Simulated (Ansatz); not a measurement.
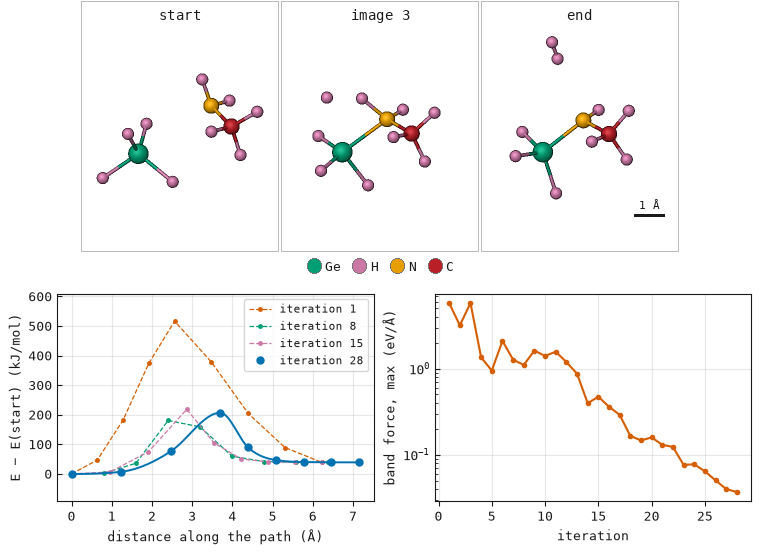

NEB run on CH9GeN, made up at the start of GeH₄ and CH$_{5}$N. Images are numbered from 0 (start) to 8 (end). The plot follows the band through its iterations. A ball-and-stick model, seen at a tilt.

The calculation used RKS PBE0/def2-mTZVP (Ansatz 0.2.0). Run with 7 movable images; climbing image; force threshold 0.05 eV/Å; iteration limit 60; starting path through a guess of the saddle point.

Q: Did the band converge, and can the barrier be trusted?

A: The result is final at these settings. The band converged in 28 iterations. The largest component of the band force went from 5.8 to 0.037 eV/Å. The climbing image converged on the top of the path. Its vibrational analysis gives one imaginary mode (1204i cm⁻¹), as a transition state must have. The first iteration put the highest image at 516.6 kJ/mol. The highest point, image 3, lies 206.8 kJ/mol above the start and 167.7 kJ/mol above the end; the end is at +39.2 kJ/mol relative to the start.

Limits of the set-up: the start holds two separate molecules, 2.9 Å apart at their closest, whose relative position is a soft coordinate and is computed without a dispersion correction.
